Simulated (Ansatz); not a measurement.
## Geometry relaxation, with input and output: CH4NOSb (part 2 of 2)

The same run, continued: CH4NOSb; RKS B3LYP-D4/def2-SVPD (Ansatz 0.2.0). It belongs to a series of runs on one base structure; here: end point A relaxed.

Geometry of the input (Å):
```
C  -0.8448  1.3804  0.5076
N  0.1703  1.0878  -0.1312
Sb 1.1695  -0.6505  0.3429
O  -0.1376  -1.7904  -0.5297
H  -1.4112  2.3304  0.2078
H  -1.2843  0.8199  1.2939
H  2.1771  -0.5620  -1.1199
H  0.2532  -2.6727  -0.6271
```

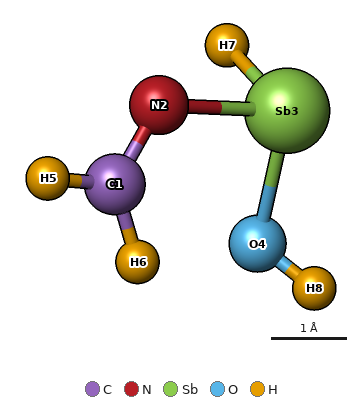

The geometry at step 9 of the log (ball-and-stick view, seen at a tilt; atoms are numbered from 1 in the order of the input).

## Trajectory as extended XYZ (Å, eV, eV/Å), 16 frames, from step=1 to step=16
```
8
Properties=species:S:1:pos:R:3:forces:R:3 step=1 energy=-11174.87049
C    -0.8448    1.3804    0.5076   -1.9111   2.4203  -0.6123
N     0.1703    1.0878   -0.1312    1.7619  -0.1340  -1.3233
Sb    1.1695   -0.6505    0.3429    2.0265   0.6605   0.4475
O    -0.1376   -1.7904   -0.5297   -0.9982  -1.3611  -0.6573
H    -1.4112    2.3304    0.2078    0.4497  -0.8361   0.4564
H    -1.2843    0.8199    1.2939   -0.7391  -0.8668   1.3142
H     2.1771   -0.5620   -1.1199   -0.1786   0.0901   0.4930
H     0.2532   -2.6727   -0.6271   -0.4111   0.0270  -0.1180
8
Properties=species:S:1:pos:R:3:forces:R:3 step=2 energy=-11174.96990
C    -0.9102    1.3301    0.4195    0.6988   1.5809   0.9038
N     0.1898    1.1094   -0.1684   -0.2337  -0.2315  -0.4573
Sb    1.2659   -0.6432    0.2811   -0.1620   0.0579   0.7009
O    -0.1695   -1.8183   -0.5284    0.2549  -0.6513  -0.2338
H    -1.3999    2.3383    0.2609    0.0105  -0.8813  -0.2607
H    -1.2673    0.8101    1.3260   -0.4004  -0.4915  -0.2740
H     2.2968   -0.4214   -1.0641    0.0296  -0.0299  -0.4476
H     0.0864   -2.7620   -0.5823   -0.1977   0.6467   0.0688
8
Properties=species:S:1:pos:R:3:forces:R:3 step=3 energy=-11175.05263
C    -0.8406    1.4082    0.4891   -0.3863  -1.0589  -0.0977
N     0.2024    1.1231   -0.1877   -0.3098   0.4627   0.6381
Sb    1.2764   -0.6287    0.2797   -0.2453   0.0597   0.1775
O    -0.1425   -1.8145   -0.5562    0.2913  -0.8613  -0.0239
H    -1.3829    2.3684    0.2929    0.2847  -0.4297   0.1557
H    -1.3581    0.6774    1.2198    0.5678   1.0027  -0.6005
H     2.2735   -0.4167   -1.1055    0.0030  -0.0483  -0.2327
H     0.0639   -2.7742   -0.4879   -0.2054   0.8732  -0.0165
8
Properties=species:S:1:pos:R:3:forces:R:3 step=4 energy=-11175.13940
C    -0.8546    1.3487    0.4800    0.3076   0.0416  -0.2268
N     0.2537    1.1587   -0.1089   -0.1507   0.0314  -0.0147
Sb    1.2986   -0.6335    0.2590    0.0816   0.0412   0.1951
O    -0.0999   -1.7756   -0.6556    0.0181   0.8326  -0.3329
H    -1.4298    2.2637    0.2534    0.0386   0.0308   0.0554
H    -1.3208    0.6741    1.2159   -0.1254  -0.1776   0.0654
H     2.3099   -0.4138   -1.1319   -0.1541   0.0337  -0.0352
H    -0.0649   -2.6794   -0.3677   -0.0157  -0.8337   0.2937
8
Properties=species:S:1:pos:R:3:forces:R:3 step=5 energy=-11175.16935
C    -0.8419    1.3245    0.4609    0.0532   0.1092  -0.1795
N     0.2833    1.1573   -0.0989   -0.0119   0.0872   0.3672
Sb    1.3245   -0.6338    0.2738    0.0508   0.1874  -0.3417
O    -0.0589   -1.7723   -0.6665    0.0398  -0.1735   0.0805
H    -1.3642    2.2919    0.3249   -0.0141  -0.1363  -0.0058
H    -1.3772    0.5779    1.0806   -0.0116   0.0150   0.0025
H     2.2427   -0.3559   -1.1699   -0.0105  -0.0828   0.1016
H    -0.1161   -2.6468   -0.2606   -0.0956  -0.0061  -0.0249
8
Properties=species:S:1:pos:R:3:forces:R:3 step=6 energy=-11175.17784
C    -0.8392    1.3095    0.4579    0.2106   0.0280  -0.2080
N     0.3138    1.1829   -0.0616   -0.2223   0.0132   0.4112
Sb    1.3475   -0.6252    0.2570    0.0297   0.1377  -0.2870
O    -0.0373   -1.7674   -0.6861   -0.1030  -1.0524   0.6528
H    -1.3689    2.2729    0.3371   -0.0270  -0.0906   0.0174
H    -1.3911    0.5292    1.0262    0.0556   0.0804  -0.0862
H     2.2487   -0.3472   -1.1939   -0.0296  -0.0525   0.0724
H    -0.1813   -2.6118   -0.1922    0.0861   0.9361  -0.5726
8
Properties=species:S:1:pos:R:3:forces:R:3 step=7 energy=-11175.23436
C    -0.8212    1.2788    0.4377    0.2945  -0.1927  -0.0254
N     0.3954    1.2243    0.0618   -0.6490  -0.0838   0.3210
Sb    1.3941   -0.6126    0.2442    0.1758   0.0147  -0.1598
O    -0.0351   -1.7494   -0.6349   -0.0306  -0.1178   0.1025
H    -1.3586    2.2384    0.3601   -0.0180   0.0276   0.0212
H    -1.4266    0.4308    0.8557    0.2644   0.2855  -0.2805
H     2.1842   -0.3288   -1.2645   -0.0174  -0.0130   0.0443
H    -0.2399   -2.5387   -0.1158   -0.0198   0.0793  -0.0233
8
Properties=species:S:1:pos:R:3:forces:R:3 step=8 energy=-11175.25733
C    -0.8207    1.2497    0.4056    0.8029  -0.0075   0.1949
N     0.4388    1.2375    0.1546   -1.2556  -0.2746   0.2685
Sb    1.4444   -0.6100    0.2199    0.0409   0.0591  -0.0987
O    -0.0397   -1.7386   -0.5832    0.0670   0.1479  -0.0926
H    -1.3372    2.2309    0.4303    0.0311  -0.1938  -0.0890
H    -1.4631    0.3630    0.6737    0.4230   0.4104  -0.3632
H     2.1529   -0.3034   -1.3259   -0.0723  -0.0077   0.0322
H    -0.2831   -2.4863   -0.0306   -0.0370  -0.1338   0.1480
8
Properties=species:S:1:pos:R:3:forces:R:3 step=9 energy=-11175.31381
C    -0.8002    1.2541    0.4039    0.0523  -0.2401   0.0370
N     0.4632    1.2079    0.2822   -0.3718   0.0231   0.0704
Sb    1.4693   -0.6197    0.2127   -0.0137  -0.0255  -0.0562
O    -0.0803   -1.7200   -0.5072    0.0033  -0.2948   0.1894
H    -1.2967    2.2396    0.4483    0.0219  -0.0115   0.0165
H    -1.4835    0.3694    0.4748    0.3153   0.2799  -0.1254
H     2.0387   -0.2544   -1.3737   -0.0168   0.0156  -0.0019
H    -0.2182   -2.5341    0.0033    0.0095   0.2534  -0.1299
8
Properties=species:S:1:pos:R:3:forces:R:3 step=10 energy=-11175.33483
C    -0.7878    1.2458    0.3877   -0.1464  -0.0835  -0.0414
N     0.4762    1.1971    0.3427   -0.0651   0.0271   0.1692
Sb    1.4876   -0.6219    0.1936   -0.0231   0.0084  -0.0470
O    -0.0736   -1.7397   -0.4678   -0.0093  -0.1217   0.0147
H    -1.2833    2.2231    0.5395    0.0393  -0.0455  -0.0636
H    -1.4683    0.3714    0.2757    0.1773   0.1412   0.0381
H     1.9768   -0.2123   -1.4062    0.0053  -0.0302  -0.0448
H    -0.2354   -2.5205    0.0790    0.0219   0.1043  -0.0252
8
Properties=species:S:1:pos:R:3:forces:R:3 step=11 energy=-11175.33754
C    -0.7793    1.2223    0.3820    0.0840  -0.1324   0.1575
N     0.4814    1.1600    0.4744   -0.0067   0.1735  -0.2081
Sb    1.5119   -0.6285    0.1591    0.0826  -0.1104   0.1370
O    -0.0380   -1.7673   -0.4941   -0.0071   0.0108  -0.0129
H    -1.2818    2.1934    0.5189   -0.0320   0.0447   0.0435
H    -1.4342    0.3529    0.1875   -0.0357   0.0165  -0.1148
H     1.9290   -0.1704   -1.4519   -0.0774   0.0293   0.0176
H    -0.2968   -2.4195    0.1685   -0.0077  -0.0321  -0.0197
8
Properties=species:S:1:pos:R:3:forces:R:3 step=12 energy=-11175.33306 accepted=F
C    -0.7625    1.2307    0.3877    0.1146  -0.1373   0.0337
N     0.5036    1.1979    0.4531   -0.2110   0.1706  -0.0674
Sb    1.4989   -0.6309    0.1729    0.1252   0.0541   0.0117
O    -0.0612   -1.7478   -0.4898   -0.0127   0.0361  -0.0079
H    -1.3314    2.1711    0.5202    0.2663   0.0201   0.0436
H    -1.3738    0.3367    0.1941   -0.2198  -0.1094  -0.0821
H     1.9236   -0.1867   -1.4426   -0.0378  -0.0003   0.0589
H    -0.3051   -2.4282    0.1488   -0.0248  -0.0340   0.0095
8
Properties=species:S:1:pos:R:3:forces:R:3 step=13 energy=-11175.33918
C    -0.7773    1.2155    0.4037    0.1322  -0.0127  -0.3713
N     0.4871    1.1645    0.4538   -0.0676   0.0737   0.1243
Sb    1.5200   -0.6325    0.1732   -0.0408   0.0269  -0.0712
O    -0.0323   -1.7629   -0.4900   -0.0209  -0.0871   0.0937
H    -1.2787    2.1912    0.5243   -0.0251  -0.0223   0.1341
H    -1.4293    0.3545    0.1574   -0.0053   0.0108   0.1271
H     1.9004   -0.1666   -1.4448    0.0186  -0.0166   0.0413
H    -0.2976   -2.4208    0.1667    0.0090   0.0273  -0.0780
8
Properties=species:S:1:pos:R:3:forces:R:3 step=14 energy=-11175.34479
C    -0.7668    1.2154    0.3805   -0.0266   0.1211   0.0201
N     0.4967    1.1869    0.4541   -0.0990  -0.0504  -0.0221
Sb    1.5070   -0.6228    0.1731    0.1220  -0.0651   0.0232
O    -0.0509   -1.7513   -0.4753   -0.0373  -0.0075  -0.0134
H    -1.2872    2.1748    0.5428   -0.0214   0.0159   0.0060
H    -1.4131    0.3468    0.1510    0.0437  -0.0152   0.0023
H     1.9031   -0.1718   -1.4419    0.0062  -0.0037  -0.0143
H    -0.2967   -2.4351    0.1599    0.0124   0.0048  -0.0019
8
Properties=species:S:1:pos:R:3:forces:R:3 step=15 energy=-11175.34476 accepted=F
C    -0.7757    1.2287    0.3838   -0.1348  -0.1045  -0.0254
N     0.4850    1.1761    0.4472    0.1678   0.0663   0.0158
Sb    1.5076   -0.6309    0.1771   -0.0408   0.0344  -0.0503
O    -0.0568   -1.7491   -0.4811    0.0484  -0.0220   0.0468
H    -1.2861    2.1945    0.5410    0.0095   0.0196   0.0089
H    -1.4284    0.3607    0.1668   -0.0036   0.0331   0.0030
H     1.9105   -0.1878   -1.4398    0.0155   0.0184   0.0151
H    -0.2639   -2.4493    0.1494   -0.0619  -0.0453  -0.0139
8
Properties=species:S:1:pos:R:3:forces:R:3 step=16 energy=-11175.34631
C    -0.7740    1.2237    0.3825   -0.0030   0.0138   0.0027
N     0.4890    1.1820    0.4457    0.0156   0.0017   0.0009
Sb    1.5103   -0.6269    0.1735    0.0038   0.0074   0.0112
O    -0.0489   -1.7542   -0.4770   -0.0101  -0.0175  -0.0061
H    -1.2879    2.1871    0.5451   -0.0013   0.0016  -0.0002
H    -1.4225    0.3553    0.1620   -0.0099  -0.0087  -0.0011
H     1.9131   -0.1795   -1.4415    0.0009   0.0009  -0.0050
H    -0.2868   -2.4446    0.1540    0.0040   0.0008  -0.0024
```

## Key numbers

| quantity | value |
| --- | --- |
| outcome | converged |
| total energy | −11175.3466 eV |
| mean-field energy | −11175.0658 eV |
| largest force (length of the vector) at the end | 0.021 eV/Å |
| hardware | 2 threads of Intel Xeon Gold (Sapphire Rapids), 16 GiB of memory available, shared host |
| wall time | 46 s (CPU time 78 s) |
| peak memory | 0.36 GiB |
